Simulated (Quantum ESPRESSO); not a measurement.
## KMnF3: one coupling from two orders, and a test

Aim: get Heisenberg couplings of KMnF3 from the energies of collinear orders, with pencil and paper, and test them on an order left out of the fit.

Program: Quantum ESPRESSO 7.5. Level of theory: PBEsol; plane waves with GBRV 1.5 PBEsol potentials, no spin-orbit coupling. Results are calculated unless marked as measured.

## (1) The starting structure

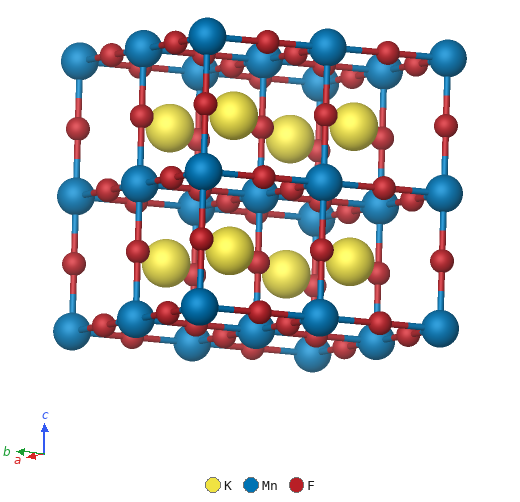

Start, viewed from a free direction; potassium yellow, manganese blue, fluorine red. 2×2×2 cells are drawn. Some periodic images of atoms are drawn too.

The cell comes from the Crystallography Open Database.

## (2) The parallel order

All energies count from this run.

pw.in

```
&CONTROL
  calculation = 'scf'
  prefix = 'pwscf'
  outdir = './tmp'
  pseudo_dir = './pseudo'
  disk_io = 'nowf'
/
&SYSTEM
  ibrav = 0
  celldm(1) = 8
  nat = 5
  ntyp = 3
  ecutwfc = 40
  ecutrho = 280
  nbnd = 34
  occupations = 'smearing'
  smearing = 'fd'
  degauss = 0.00367493
  nspin = 2
  starting_magnetization(1) = 0
  starting_magnetization(2) = 0.3
  starting_magnetization(3) = 0
/
&ELECTRONS
  conv_thr = 1d-08
  electron_maxstep = 150
  mixing_beta = 0.3
/
ATOMIC_SPECIES
K      39.0983 k_pbesol_v1.4.uspp.F.UPF
Mn     54.9380 mn_pbesol_v1.5.uspp.F.UPF
F      18.9984 f_pbesol_v1.4.uspp.F.UPF
CELL_PARAMETERS alat
   0.9895787067368    0.0000000000000    0.0000000000000
   0.0000000000000    0.9895787067368    0.0000000000000
   0.0000000000000    0.0000000000000    0.9895787067368
ATOMIC_POSITIONS crystal
K       0.5000000000    0.5000000000    0.5000000000
Mn      0.0000000000    0.0000000000    0.0000000000
F       0.5000000000    0.0000000000    0.0000000000
F       0.0000000000    0.5000000000    0.0000000000
F       0.0000000000    0.0000000000    0.5000000000
K_POINTS automatic
6 6 6 0 0 0
```

Run with:

```console
$ OMP_NUM_THREADS=1 mpirun -n 4 pw.x -nk 4 -in pw.in > pw.out
```

The log of the run:

```text
Program PWSCF v.7.5 starts
     [... lines left out ...]
     number of atoms/cell      =            5
     [... lines left out ...]
     number of electrons       =        45.00
     number of Kohn-Sham states=           34
     kinetic-energy cutoff     =      40.0000  Ry
     charge density cutoff     =     280.0000  Ry
     scf convergence threshold =      1.0E-08
     [... lines left out ...]
     48 Sym. Ops., with inversion, found
     [... lines left out ...]
     number of k points=    20  Fermi-Dirac smearing, width (Ry)=  0.0037
     [... lines left out ...]
     iteration # 11     ecut=    40.00 Ry     beta= 0.30
     [... lines left out ...]
     Magnetic moment per site  (integrated on atomic sphere of radius R)
     atom   1 (R=0.289)  charge=  7.7088  magn=  0.0005
     atom   2 (R=0.204)  charge= 12.3444  magn=  4.1531
     atom   3 (R=0.204)  charge=  6.6676  magn=  0.0786
     atom   4 (R=0.204)  charge=  6.6676  magn=  0.0786
     atom   5 (R=0.204)  charge=  6.6676  magn=  0.0786
     [... lines left out ...]
     the Fermi energy is     7.9952 ev
!    total energy              =    -413.98728285 Ry
     estimated scf accuracy    <          7.3E-09 Ry
     smearing contrib. (-TS)   =      -0.00000004 Ry
     [... lines left out ...]
     total magnetization       =     5.00 Bohr mag/cell
     absolute magnetization    =     5.01 Bohr mag/cell
     convergence has been achieved in  11 iterations
   JOB DONE.
```

It took 9.2 s on 4 MPI ranks of AMD EPYC 9R14 (Zen 4), shared host; peak memory 0.47 GiB; 36 s of CPU time.

Spin moment in the atom's sphere by atom:

```tsv
atom	spin moment in the atom's sphere (μB)
K1	0.00
Mn2	4.15
F3	0.08
F4	0.08
F5	0.08
```

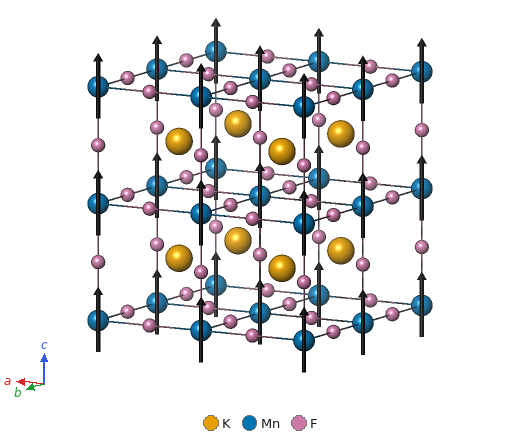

Spin moment in the atom's sphere as arrows, the longest 4.15 μB. Up and down stand for the sign. Arrows give size and sign along the axis of quantisation, drawn up and down the page. 2×2×2 cells are drawn. Some periodic images of atoms are drawn too.

Read from the output:

* smearing term TS: 5.63e-7 eV
* magnetization: 5 μB
* absolute magnetization: 5.006 μB
* final state: ferromagnetic

## (3) The orders used for the fit

The other orders were run with the same settings, on meshes that hold the same points. Free energies are divided by the number of Mn atoms; q is in fractions of the reciprocal vectors of the first run's cell.

```tsv
order	atoms	mesh	free energy (eV)	eV per Mn	largest moment (μB)
F +	5	6×6×6	-5632.5839	-5632.5839	4.15
AF q=(0,1/2,1/2) +-	10	6×3×6	-11265.2838	-5632.6419	4.11
```

## (4) Counting neighbours

With E = −Σ J e_i·e_j over ordered pairs of unit vectors, turning a neighbour from parallel to opposed costs 2J a Mn atom. So an order lies 2 Σ n J over the parallel one, n being the opposed neighbours in each shell.

```tsv
shell	distance (Å)	neighbours	opposed in AF q=(0,1/2,1/2) +-	opposed in AF q=(1/2,1/2,1/2) +-
J1	4.19	6	4	6
J2	5.92	12	8	0
```

Only J1 is kept, as an effective coupling that takes up all reversed shells.

## (5) Solving

```
2 × 4 × J1 = -58.0 meV    (AF q=(0,1/2,1/2) +-)
J1 = -7.25 meV
```

## (6) The test

The couplings now give the orders that were left out:

```
2 × 6 × (-7.25) = -87.0 meV    (AF q=(1/2,1/2,1/2) +-)
```

The runs themselves:

```tsv
order	atoms	mesh	free energy (eV)	eV per Mn	largest moment (μB)	over the parallel order (meV)	foretold (meV)
AF q=(1/2,1/2,1/2) +-	10	3×6×6	-11265.3339	-5632.6669	4.09	-83.0	-87.0
```

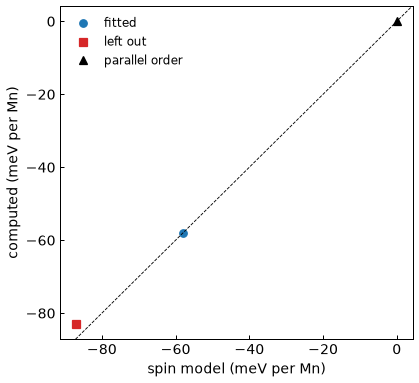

Computed energies of the orders against the model; the dashed line marks agreement.

## (7) Mean-field temperature

```
gain of AF q=(1/2,1/2,1/2) +- over disorder = (6 − 2 × 6) × (-7.25) = 43.5 meV
T = 2 × 43.5 / (3 × 0.08617) = 337 K
```

## (8) Outcome

* effective J1 (Mn–Mn at 4.19 Å): -7.25 meV
* largest miss on the orders left out: 4 meV
* mean-field ordering temperature: 337 K

What this shows: The model misses the order left out by 4 meV, 4.8 % of the largest energy difference, so it holds on this test. The largest moment changes by 1.5 % between the orders. Shells that were dropped are folded into the couplings or show in the miss. Mean field overstates the temperature of the model, and classical spins understate it for small quantum spins, by up to the factor (S+1)/S. No Hubbard term acts here. In such compounds local and semilocal functionals without one often delocalise the d electrons, and can shrink or lose moments and miss the size, sign and order of the couplings.

[Logs and program files are shortened in this print: banners, set-up blocks, solver, clock and traceback lines can be left out without a mark of their own.]

[Logs are printed without paths, hosts, clocks, repeated set-up lines and the standing remarks that a program may print on its own settings, such as how far it seeks lower states.]

[Hosts, paths, dates, database ids (printed as entryN), source tags and the programs' standing remarks are cut or masked in the printed files.]

[Where a cell is said to come from a database of computed structures, the database is the Materials Project.]
